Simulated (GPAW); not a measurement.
## How the form of the self-energy moves the gap of LiNbO3 (R3c)

How much does the gap of LiNbO3 (R3c) depend on the approximation to the self-energy?

Method: PBE and many-body steps on it, plane waves, in GPAW 26.7.0.

**1. The structure**

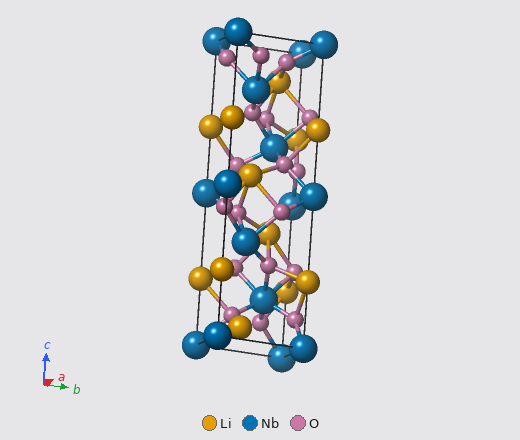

The cell as given, from a free direction (lithium orange, niobium blue, oxygen pink). This picture shows the conventional cell, with its axes. Bonds to atoms that aren't drawn are left out. Some periodic images of atoms are drawn too.

Structure file:

```cif
data_structure
_symmetry_space_group_name_H-M 'P 1'
_symmetry_Int_Tables_number 1
_cell_length_a 5.4971
_cell_length_b 5.4971
_cell_length_c 5.4971
_cell_angle_alpha 55.883
_cell_angle_beta 55.883
_cell_angle_gamma 55.883
_cell_volume 106.25
loop_
_atom_site_label
_atom_site_type_symbol
_atom_site_fract_x
_atom_site_fract_y
_atom_site_fract_z
_atom_site_occupancy
Li1 Li 0.28150 0.28150 0.28150 1
Li2 Li 0.78150 0.78150 0.78150 1
Nb3 Nb 0.00006 0.00005 0.00005 1
Nb4 Nb 0.50006 0.50005 0.50005 1
O5 O 0.11231 0.35836 0.71959 1
O6 O 0.71959 0.11231 0.35836 1
O7 O 0.35836 0.71959 0.11231 1
O8 O 0.21959 0.85836 0.61231 1
O9 O 0.85836 0.61231 0.21959 1
O10 O 0.61231 0.21959 0.85836 1
```

The cell and positions come from the Crystallography Open Database and are kept as given unless a step says otherwise.

**2. Empty states on the mesh, 4×4×4 mesh, 251 bands**

This step: GPAW 26.7.0; DFT, PBE, plane waves, PAW.

The sums over transitions need many empty states on a uniform mesh; this step solves for them.

run.py

```python
import json
import numpy as np
from gpaw.mpi import world
from gpaw import GPAW

calc = GPAW('gs.gpw').fixed_density(kpts={'size': (4, 4, 4), 'gamma': True},
    nbands=292,
    convergence={'bands': 251},
    txt='nscf.txt')
calc.write('full.gpw', mode='all')
res = {}
kpts = calc.get_ibz_k_points()
res['kpts'] = kpts
res['eigenvalues'] = [calc.get_eigenvalues(kpt=k) for k in range(len(kpts))]
res['n_electrons'] = calc.get_number_of_electrons()

if world.rank == 0:
    with open('result.json', 'w') as f:
        json.dump(res, f, default=lambda x: x.tolist())
```

Started as:

```console
mpirun -n 4 gpaw python run.py
```

Numbers of over 12 decimals in the logs are rounded to 6 here.

The program printed:

```text
Diagonalizing LCAO Hamiltonian
Converting LCAO to pw mode
convergence criteria:
- Maximum integral of absolute [eigenst]ate change: 4e-08 eV^2 / valence electron
maximum number of iterations: 100

SCF iterations
|iter     |     time |      energy | eigst |  dens |
|iter:   1|  |             | +4.21 |       |
|iter:   2|  |             | +3.02 |       |
|iter:   3|  |             | +1.90 |       |
[...]
|iter:  12|  |             | -6.47 |       |
|iter:  13|  |             | -6.92 |       |
|iter:  14|  |             | -7.45c|       |
SCF steps: 14
  __  _  _
 | _ |_)|_||  |
 |__||  | ||/\| - 26.7.0

Input parameters:
  mode=PW(ecut=600.0),
  convergence={'bands': 251},
  gpts=array([32, 32, 32]),
  kpts=MonkhorstPack(size=(4, 4, 4), gamma=True),
  maxiter=100,
  nbands=292,
  occupations=Occupations(name='fermi-dirac', width=0.001, fixmagmom=False),
  parallel={},
  xc=XC(name='PBE')
# Writing to full.gpw (mode='all')
  [... matrices ...]

timing:  # [seconds]
  Total: 0.195  # ━━━━━━━━━━━━━━━━━━━━━━━━━━━━━━━━━━━━━━━━━━━━━━━━━━━━━━━━━━━
```

Wall time 1.7 min (4 MPI ranks of Intel Xeon Platinum 8488C (Sapphire Rapids), shared host); peak memory 1.4 GiB.

This step gave:

| Quantity | Value |
| --- | --- |
| gap | 3.594 eV |
| k of the valence top | 0, 0, 0 |
| k of the conduction bottom | 0.5, 0.25, 0 |
| least direct gap | 3.598 eV |
| k points computed | 14 |
| lowest point of the top converged band, above the valence top | 86.2590 eV |

On this mesh the gap is 3.594 eV.

**3. G0W0, Godby-Needs plasmon pole**

G0W0 replaces the xc potential by the self-energy, built once from these orbitals. Only a window of levels is corrected, while the sums run over the empty bands that the input names.

This step: G0W0 on PBE, plane waves, PAW.

run.py

```python
import json
import numpy as np
from gpaw.mpi import world
from gpaw.response.g0w0 import G0W0

gw = G0W0('full.gpw',
    filename='gw',
    kpts=[0, 9],
    bands=(30, 34),
    ecut=60,
    nbands=112,
    integrate_gamma='WS',
    ppa=True)
gw.calculate()
res = {mode: {k: v for k, v in r.items() if k != 'sigma_eskwn'}
       for mode, r in gw.all_results.items()}

if world.rank == 0:
    with open('result.json', 'w') as f:
        json.dump(res, f, default=lambda x: x.tolist())
```

Started as:

```console
mpirun -n 4 gpaw python run.py
```

The program printed:

```text
Using integrator: PointIntegrator
FrequencyGridDescriptor(from 0.000+0.000j to 0.000+27.211j eV, 2 points)
Nonperiodic BCs:  [False False False]
Using integrator: PointIntegrator
FrequencyGridDescriptor(from 0.000+0.000j to 0.000+27.211j eV, 2 points)
Nonperiodic BCs:  [False False False]
  ___  _ _ _
 |   || | | |
 | | || | | |
 |__ ||_____|
 |___|

BZ k-points: Symmetries present (total): 3

  [... matrices ...]
64 k-points: 4 x 4 x 4 Monkhorst-Pack grid + [1/8,1/8,1/8]
14 k-points in the irreducible part of the Brillouin zone
       k-points in crystal coordinates                weights
   0:     0.00000000    0.00000000    0.00000000          1/64
   1:     0.25000000    0.00000000   -0.25000000          6/64
   2:     0.25000000    0.00000000    0.00000000          6/64
   3:     0.25000000    0.25000000   -0.25000000          6/64
   4:     0.25000000    0.25000000    0.00000000          6/64
   5:     0.25000000    0.25000000    0.25000000          2/64
   6:     0.50000000    0.00000000    0.00000000          3/64
   7:     0.50000000    0.00000000    0.25000000          6/64
   8:     0.50000000    0.25000000   -0.25000000          6/64
   9:     0.50000000    0.25000000    0.00000000          6/64
          ...
  13:     0.50000000    0.50000000    0.50000000          1/64

Distributing spins, k-points and bands (1 x 2 x 4) over 4 processes
Number of blocks: 1

Quasi particle states:
k-points (IBZ indices): [0, 9]
Band range: (30, 34)
  [... matrices ...]
Computational parameters:
Plane wave cut-off: 60 eV
Number of bands: 112
Coulomb cutoff: None
Broadening: 0.1 eV

fxc modes: GW
Kernel: RPA
Using Godby-Needs plasmon-pole approximation:
  Fitting energy: i*E0, E0 = 1.000 Hartree
Summing all q:

Calculating screened Coulomb potential
No Coulomb truncation
FrequencyGridDescriptor(from 0.000+0.000j to 0.000+27.211j eV, 2 points)
Removing empty qpoint cache files...

Calculating chi0 body with:
    Ground state adapter containing:
    Number of spins: 1
    Number of kpoints: 64
    Number of irreducible kpoints: 14
    Number of completely occupied states: 32
    Number of partially occupied states: 32
    Occupied states memory: 16.0 M / cpu

    Linear response parametrization:
    q_c: [0.0, 0.0, 0.0]
    Number of frequency points: 2
    Planewave cutoff: 60.0
    Number of bands: 112
    Number of planewaves: 119
    Broadening (eta): 1e-06
    comm.size: 4
    kncomm.size: 4
    blockcomm.size: 1

    Memory estimate of potentially large arrays:
        chi0_wGG: 0.432159 M / cpu
Integrating chi0 body.

Symmetries of q_c:
    Direct symmetries (Uq -> q): 3
    Indirect symmetries (TUq -> q): 3
In total 6 allowed symmetries.

  [... matrices ...]
14 groups of equivalent kpoints. 78.125% reduction.

Integral kind: response function
Integrating chi0 head and wings.

Symmetries of q_c:
    Direct symmetries (Uq -> q): 3
    Indirect symmetries (TUq -> q): 3
In total 6 allowed symmetries.

  [... matrices ...]
14 groups of equivalent kpoints. 78.125% reduction.

Integral kind: response function wings

Calculating chi0 body with:
    Ground state adapter containing:
    Number of spins: 1
    Number of kpoints: 64
    Number of irreducible kpoints: 14
    Number of completely occupied states: 32
    Number of partially occupied states: 32
    Occupied states memory: 16.0 M / cpu

    Linear response parametrization:
[... the further q-points ...]

Results:
f:      Occupation numbers
eps:     KS-eigenvalues [eV]
vxc:     KS vxc [eV]
exx:     Exact exchange [eV]
sigma:   Self-energies [eV]
dsigma:  Self-energy derivatives
Z:       Renormalization factors
qp:      QP-energies [eV]

k-point 0 (0): (0.000, 0.000, 0.000)                GW
band       f     eps     vxc     exx   sigma  dsigma       Z      qp
                                                                   GW
  30   1.000   4.129 -20.693 -25.728   4.918  -0.287   0.777   4.038
  31   1.000   4.129 -20.693 -25.728   4.918  -0.287   0.777   4.038
  32   0.000   7.727 -19.729 -13.852  -3.565  -0.225   0.816   9.614
  33   0.000   7.727 -19.729 -13.852  -3.565  -0.225   0.816   9.614

k-point 1 (9): (0.500, 0.250, 0.000)                GW
band       f     eps     vxc     exx   sigma  dsigma       Z      qp
                                                                   GW
  30   1.000   3.828 -20.627 -25.637   4.854  -0.285   0.778   3.707
  31   1.000   4.020 -20.652 -25.765   4.954  -0.287   0.777   3.897
  32   0.000   7.723 -19.711 -13.786  -3.622  -0.223   0.817   9.605
  33   0.000   8.202 -20.057 -14.132  -3.571  -0.232   0.812  10.114
```

Wall time 2.9 min (4 MPI ranks); peak memory 2.6 GiB.

Numbers from this step:

```
G0W0 gap on the points computed              : 5.567 eV
least direct G0W0 gap on the computed points : 5.576 eV
Z at the valence top                         : 0.7769
Z at the conduction bottom                   : 0.8173
starting gap on the mesh                     : 3.594 eV
k of the valence top                         : 0, 0, 0
k of the conduction bottom                   : 0.5, 0.25, 0
```

The gap on the mesh goes from 3.59 eV to 5.57 eV, a correction of +1.97 eV.

**4. One-shot HSE06**

This step: one-shot HSE06 levels on PBE orbitals, plane waves, PAW.

run.py

```python
import json
import numpy as np
from gpaw.mpi import world
from gpaw.hybrids.eigenvalues import non_self_consistent_eigenvalues

dft, vxc, vxc_hyb = non_self_consistent_eigenvalues('full.gpw', 'HSE06', 30, 34, kpt_indices=[0, 9])
res = {'dft': dft[0], 'hybrid': (dft - vxc + vxc_hyb)[0]}
if world.rank == 0:
    with open('hybrid.txt', 'w') as f:
        for k, e0, e1 in zip([0, 9], res['dft'], res['hybrid']):
            print(k, ' '.join(f'{x:9.4f}' for x in e0), '|', ' '.join(f'{x:9.4f}' for x in e1), file=f)

if world.rank == 0:
    with open('result.json', 'w') as f:
        json.dump(res, f, default=lambda x: x.tolist())
```

Started as:

```console
mpirun -n 4 gpaw python run.py
```

The program printed:

```text
IBZ(<points: 14, symmetries: 3>)
Occupied bands: 32
Transforming wave functions from IBZ to BZ: 0.073 seconds
Distributing wave functions and iFFT-ing to real space: 0.591 seconds
Calculating eigenvalues:
  k-points: 2
  Bands: 30-33 (inclusive)
  Seconds: 5.010 (wave-function broadcasting: 0.020 seconds)
HSE06-eigenvalue shifts:
  min: -1.226 eV
  ave: -0.235 eV
  max: 0.753 eV
```

Wall time 10 s (4 MPI ranks); peak memory 2.1 GiB.

This step gave:

```yaml
starting_gap_on_the_mesh: 3.594 eV
hybrid_gap_on_the_mesh: 5.551 eV
least_direct_hybrid_gap_on_the_computed_points: 5.551 eV
```

(Continued in part 2 of 2.)

[Paths, hosts, dates, memory and timing lines, banners, echoed tables and standing remarks are left out of the program output.]

[Logs are printed without paths, hosts, clocks, repeated set-up lines and the standing remarks that a program may print on its own settings, such as how far it seeks lower states.]

[Runs of the session that timed out or met a known fault of the program may be left out.]

[Hosts, paths, dates, database ids (printed as entryN), source tags and the programs' standing remarks are cut or masked in the printed files.]
